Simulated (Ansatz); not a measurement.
Relaxed HfO2 (fluorite):

```xyz
6
Lattice="0.0000 5.0981 5.0981 2.5491 0.0000 2.5491 2.5491 2.5491 0.0000" Properties=species:S:1:pos:R:3 pbc="T T T"
Hf     0.0000     0.0000     0.0000
Hf     2.5491     2.5491     5.0981
O      1.2745     1.2745     1.2745
O      1.2745     3.8236     3.8236
O      3.8236     3.8236     3.8236
O      3.8236     6.3727     6.3727
```

A phonon eigenvector at L = (0.5, 0.0, 0.0) is frozen into this cell: atom i moves by Q times the vector below, so Q is the largest atomic displacement, in Å. The cell is held. (q is in reciprocal vectors of the primitive cell; the cell shown is doubled to hold the pattern.)

```tsv
atom	x	y	z
Hf1	-0.577	0.577	0.577
Hf2	0.577	-0.577	-0.577
O3	-0.353	0.353	0.353
O4	0.353	-0.353	-0.353
O5	0.353	-0.353	-0.353
O6	-0.353	0.353	0.353
```

The numbers are results of PBE (plane waves to 420 eV, PAW, scalar-relativistic; Ansatz, an electronic-structure program), not measurements. k mesh 11×11×11 (Γ-centred), Fermi-Dirac smearing 0.05 eV. The energy includes the smearing's −TS. HfO2 is run without spin polarisation. HfO2 was relaxed with its symmetry unable to fall. Spin-orbit coupling is left out, though Hf is heavy. The PAW data are Ansatz's earlier set. This is a high-temperature form of HfO2. ΔE is measured from the undisplaced structure.

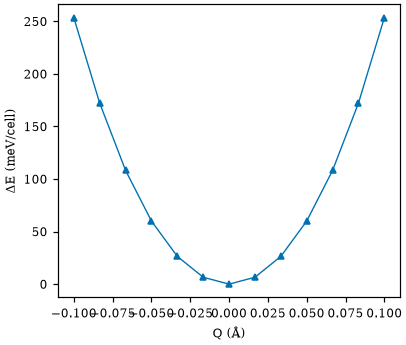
Fig. 1. ΔE (meV/cell) against Q (Å); one marker a computed point.

### Question
What is the energy change at Q = 0.100 Å?

### Answer
About 250 meV/cell.

### Question
What harmonic wavenumber does the curvature at Q = 0 give?

### Answer
About 180 cm⁻¹.

(For displaced atoms, the force is minus the slope of the energy, and its curvature is a force constant, which sets phonon frequencies.)
